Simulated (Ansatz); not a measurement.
Consider CH4AlCl (SMILES [CH3][AlH][Cl]).

The calculation's input:

```
crystal:
  periodic: [false, false, false]
  atoms:
    - {symbol: C, position_ang: [-0.712193, 0.523037, -0.285539]}
    - {symbol: Al, position_ang: [0.857129, -0.506653, 0.197563]}
    - {symbol: Cl, position_ang: [0.695712, -2.008132, 1.663909]}
    - {symbol: H, position_ang: [-0.538844, 1.590278, -0.112359]}
    - {symbol: H, position_ang: [-1.598412, 0.225680, 0.277738]}
    - {symbol: H, position_ang: [-0.932144, 0.413779, -1.352526]}
    - {symbol: H, position_ang: [2.289851, -0.305990, -0.434588]}
basis:
  gaussian: {orbitals: def2-TZVPP}
hamiltonian: {xc: pbe0, dispersion: d4}
output: {orbitals: {seedname: orbitals}}
```

Run with:

```sh
ansatz run in.yaml --threads 2 --pin off --events-out ev --progress --plain --max-ram 32768MiB --backend cpu
```

Geometry: PBE0-D4/def2-TZVP.

The calculation used RKS PBE0-D4/def2-TZVPP (Ansatz).

**Predict the electron density and electron localisation function between the atoms.**

C–Al (1.94 Å): ρ at the midpoint is about 0.74 e/Å³; the ELF peaks at about 0.95 between the atoms (a polar covalent bond).
Al–Cl (2.10 Å): ρ at the midpoint is about 0.73 e/Å³; the ELF peaks at about 0.85 in the valence shell of Cl, 0.9 Å from its nucleus, and is about 0.80 at the midpoint.
C–H (1.09 Å): the density is about 1.9 e/Å³ at the midpoint; the ELF climbs to about 1 towards the hydrogen, as it does in any bond to H: a covalent bond by its length.
Al–H (1.58 Å): ρ is about 0.57 e/Å³ halfway; the ELF climbs to about 1 towards the hydrogen.

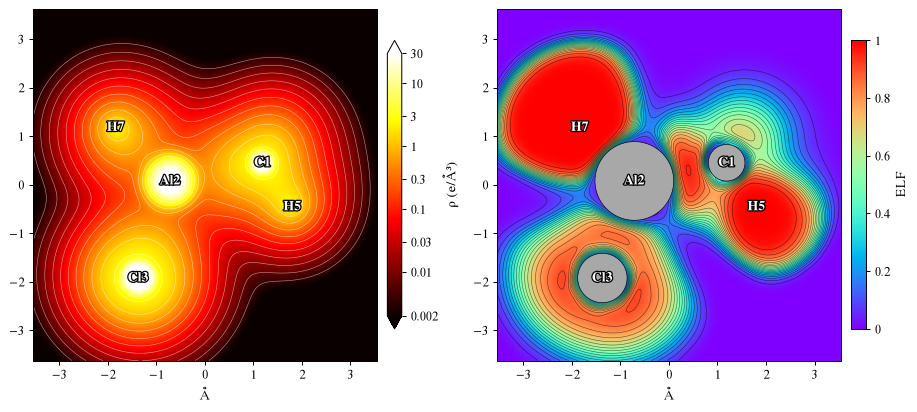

Computed electron density and electron localisation function on the plane of atoms Al2, C1 and H5, in this order. Grey discs cover the atomic cores in the ELF map. 
